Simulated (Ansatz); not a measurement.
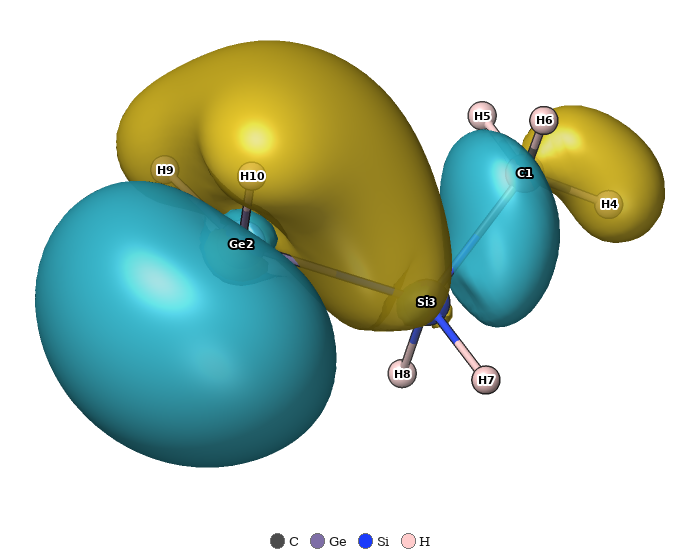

CH7GeSi (SMILES C[SiH2][GeH2]) (doublet). The HOMO (α) at ±0.06 Å⁻³ᐟ² (yellow and cyan are the two phases), seen at a tilt.

Geometry: B3LYP-D3(BJ)/def2-SVP.

Theory: isolated molecule in a Gaussian basis; Kohn-Sham density functional theory, functional PBE0 (Ansatz 0.2.0).

Input

```
crystal:
  periodic: [false, false, false]
  atoms:
    - {symbol: C, position_ang: [-0.521906, -1.297306, -0.392337]}
    - {symbol: Ge, position_ang: [1.945197, 0.951227, 0.917902]}
    - {symbol: Si, position_ang: [0.822517, -0.077878, -0.929621]}
    - {symbol: H, position_ang: [-1.007583, -1.742783, -1.276288]}
    - {symbol: H, position_ang: [-0.093003, -2.110185, 0.213738]}
    - {symbol: H, position_ang: [-1.292986, -0.789828, 0.207630]}
    - {symbol: H, position_ang: [0.227699, 1.012679, -1.758554]}
    - {symbol: H, position_ang: [1.855437, -0.778002, -1.750083]}
    - {symbol: H, position_ang: [2.705429, -0.050212, 1.828915]}
    - {symbol: H, position_ang: [1.015634, 1.804556, 1.822632]}
basis:
  gaussian: {orbitals: def2-TZVPD}
magnetization: {spin_polarized: true, initial_magnetization: 1}
hamiltonian: {xc: {name: PBE0}}
output: {forces: true, orbitals: {seedname: orbitals}}
```

Launched as:

```sh
ansatz run input.yaml --threads 2 --pin off --max-ram 4350MiB --events-out events.jsonl --progress --plain --runs-dir runs
```

What is the character of this orbital?

Its weight (Hirshfeld) is mainly on Ge2 (about 75 %) and Si3 (about 10 %). Its energy is −5.98 eV.
